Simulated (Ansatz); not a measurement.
Electronic density of states of amorphous Si18Pb6O42, density 3.72 g/cm³, on a 2×2×2 Γ-centred mesh with a Gaussian width of 0.1 eV; energies count from the Fermi level, whose place inside the gap is arbitrary. Cell and mesh are small, so fine structure isn't converged. Computed with PBE, scalar-relativistic without spin-orbit coupling (plane waves to 420 eV, PAW; Ansatz, a quantum-chemistry and plane-wave program). Sampling: a 2×2×2 Γ-centred mesh; Fermi-Dirac width 0.02 eV; no spin polarisation. At PBE the levels at the filled edge of the gap are localised (band-tail or defect states), and the nearest spread-out levels lie 4.0 eV apart at the zone centre.

It comes from a melt-quench run on a machine-learned potential (CHGNet), relaxed afterwards by DFT. O atoms were pushed apart under 1.9 Å during the dynamics, to hinder bonds among them. The hot cell started wider than the set density and was brought back towards it in steps. It is the lowest in DFT energy of 2 quenches. It is a model cell: composition and starting density were chosen by hand, and all elements were melted together. No dispersion term was used. Its density started from a set value of 3.98 and ended at 3.72 g/cm³. The quench (nominally 210 K/ps over its main leg) was far faster than any real one, so the model tends to hold more defects than a real film. A cell of this size samples the disorder only roughly. Volume and shape were free in the relaxation.

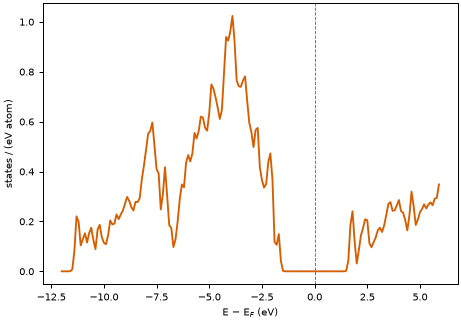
*Density of states per atom*

The level gap on this mesh is 3.44 eV; the broadening fills part of it in the curve.
